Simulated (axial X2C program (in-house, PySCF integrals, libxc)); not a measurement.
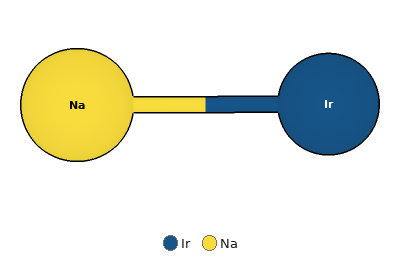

The molecule at the reference distance of 2.866 Å.

## Relativistic diatomic calculation, with input and output: IrNa⁻

System: IrNa⁻, single determinant with M_S = 3/2 and |Λ| = 2.
Method: r2SCAN, spin-free X2C-1e, Ir dyall-acv3z, Na dyall-av3z (cores contracted) (axial X2C program (in-house, PySCF integrals, libxc)).

**Input file**
```
{"zs": [77, 11], "q": -1, "bas": ["dyall-acv3z", "dyall-av3z"], "levels": ["PBE0", "HF", "r2SCAN"], "cc": true, "r0": 2.77, "thr": -1.0, "nmax": 90, "npts": 10, "nst": 2, "ntry": 6}
```

The line is the task of a batch: nuclear charges, charge, bases, the levels to run, a first guess of the distance and further settings. This report covers r2SCAN without spin-orbit coupling. The log is that of the reference distance 2.866 Å.

Hardware: 1 thread of Arm Neoverse V2, 24 GiB of memory available, shared host.

The run was one of a batch that the task file lists, launched with:
```bash
python <driver script> task.json out
```

**The program's output**
```
spin-free X2C-1e  r2SCAN
basis functions 263  fitting functions 1300  grid points 5086
iter        total energy     max residual
   1     -17992.338701233     3.91e-01
   2     -17992.343138662     7.62e-03
   3     -17992.343371208     1.76e-02
   4     -17992.343383492     2.86e-03
   5     -17992.343407625     4.13e-03
   6     -17992.343410468     2.97e-03
   7     -17992.343412149     6.07e-04
   8     -17992.343412628     5.91e-04
   9     -17992.343412755     4.85e-05
  10     -17992.343412790     1.86e-05
  11     -17992.343412803     3.26e-05
  12     -17992.343412811     2.38e-05
  13     -17992.343412816     6.81e-06
converged
one-electron -25008.52921900  Coulomb 7227.51349632  exact exchange 0.00000000  xc functional -367.71746601  nuclear repulsion 156.38977587
```

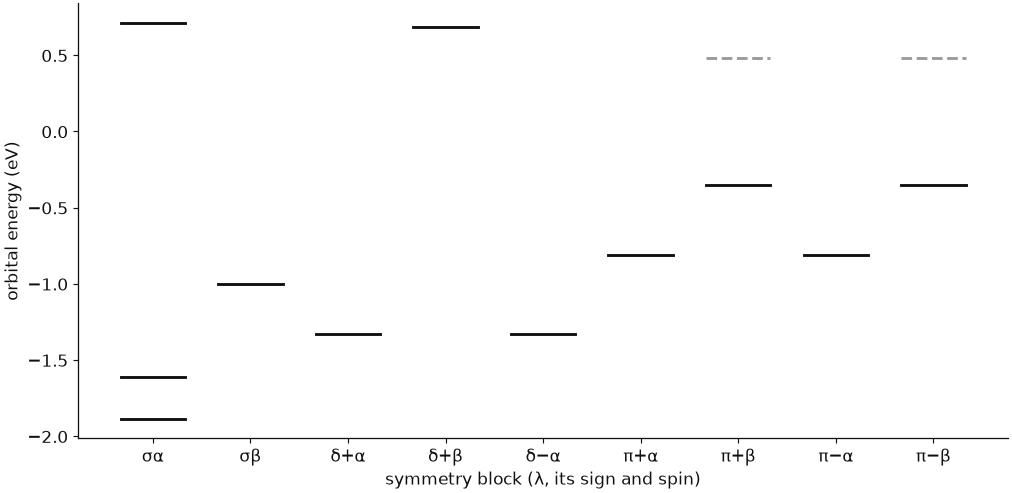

Orbital energies near the frontier at 2.87 Å, filled (solid) and empty (dashed); a label such as π−α means λ = −1 and α spin. The highest filled orbital (σα; 46 % Na s, 30 % Na p) lies at 0.71 eV, the lowest empty one (π−β; 99 % Na p) at 0.48 eV. A filled level above zero is held only by the finite basis .

**What the run reported**

```
                    quantity                                        value
                     outcome  not converged in a step after the SCF shown
largest ⟨S²⟩ along the curve                                         3.78
                   wall time                                        5.2 s
                 peak memory                                     0.75 GiB
```

**What went wrong**

The SCF whose log is shown converged, but a later step did not. The run therefore gave no full result.
